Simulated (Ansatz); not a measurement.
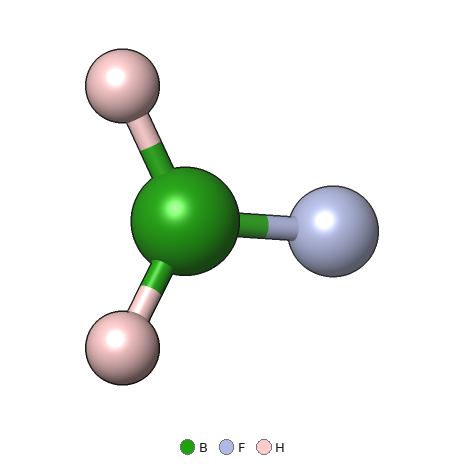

A ball-and-stick model of a molecule. Every bond is drawn as one stick, whatever its order.

The geometry was computed by an optimisation with PBE0-D4/def2-TZVP.

Question: Give the formula.

Answer: BFH₂, 4 atoms: 1 boron, 1 fluorine and 2 hydrogen.

Question: How many atoms are distinct by symmetry?

Answer: 3: 1 B, 1 F, 2 H.

More results for the same structure follow; atom numbers are the same in all pictures, views and colours differ.

## Geometry

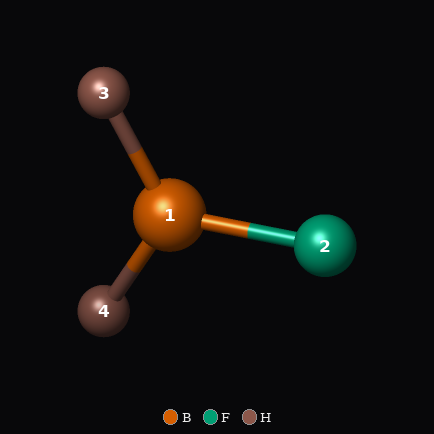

Numbered structure.

Question: What is the geometry at B1?

Answer: B1 has 3 neighbours (F2 at 1.32, H3 at 1.20, H4 at 1.20 Å); the arrangement is trigonal planar.

## Vibrations

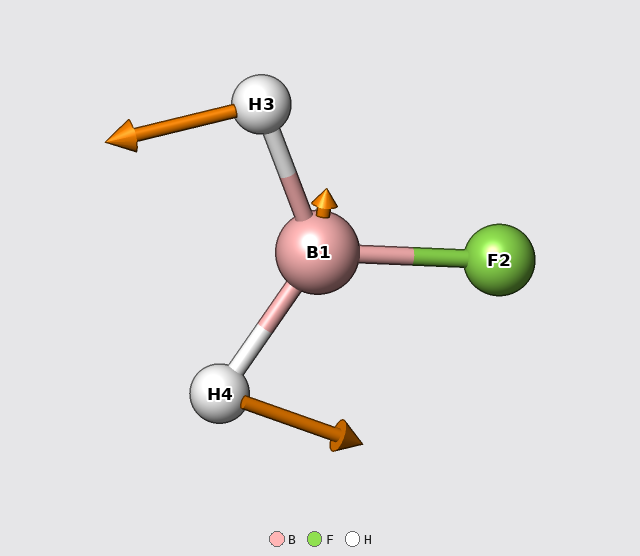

The arrows show one normal mode. Harmonic vibrations computed with RKS PBE0-D4/def2-TZVP (Ansatz 0.2.0) at a stationary point of the same level.

Question: What kind of motion is it?

Answer: Mostly F–B–H bending.

Question: Estimate its harmonic wavenumber.

Answer: 1017 cm⁻¹; it is mode 1 of 6 counted from the lowest.

## Thermal motion

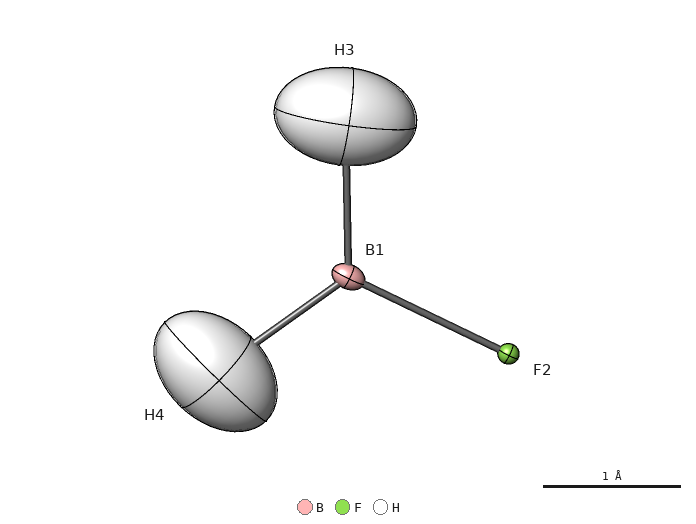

Displacement ellipsoids at the 50 % level, enlarged 3 times, from the internal vibrations of the free molecule (harmonic, no overall translation or rotation; no half-axis is drawn under 0.075 Å). Vibrations computed with RKS PBE0-D4/def2-TZVP (Ansatz 0.2.0). Temperature: 298 K.

List U_eq and the three principal root-mean-square amplitudes for each kind of atom.

| atom | U_eq (Å²) | rms amplitudes (Å) |
| --- | --- | --- |
| B1 | 0.00051 | 0.019, 0.020, 0.027 |
| F2 | 0.00012 | 0.003, 0.007, 0.017 |
| H3, H4 | 0.0081 | 0.075, 0.078, 0.113 |

## Dipole moment

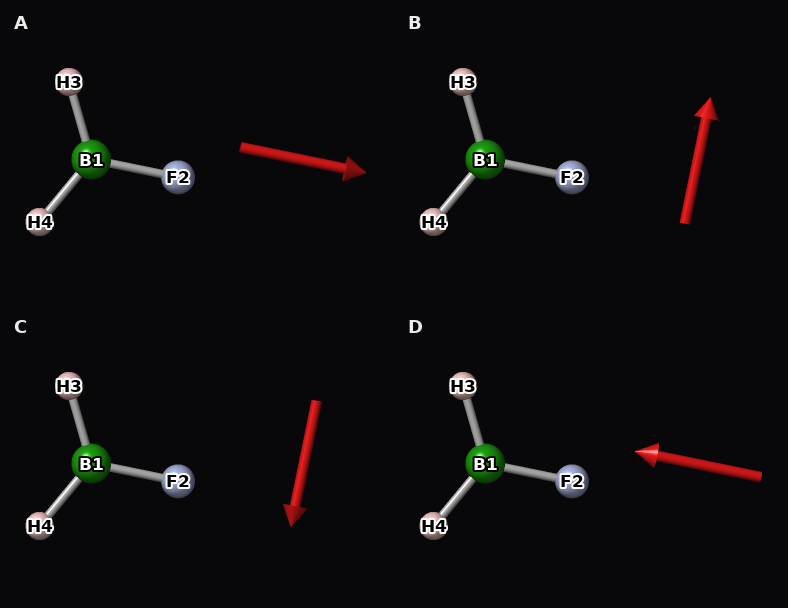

The same molecule four times, each with an arrow. Method: RKS PBE0-D4/def2-TZVP (Ansatz 0.2.0).

Question: Which arrow points along the dipole moment, from the negative to the positive end?

Answer: D. The dipole moment is 0.73 D; it points from the side of F2 to the side of H3, H4 (the outermost atoms at the two ends).

## Charges

The questions are on Mulliken charges. Method: RKS PBE0-D4/def2-TZVP (Ansatz 0.2.0).

Give the Mulliken charges atom by atom.

```json
{"atom": "B1", "value (e)": "0.21"}
{"atom": "F2", "value (e)": "−0.21"}
{"atom": "H3", "value (e)": "0.00"}
{"atom": "H4", "value (e)": "0.00"}
```

Mulliken values depend strongly on the basis set and can even reverse the polarity of a bond.
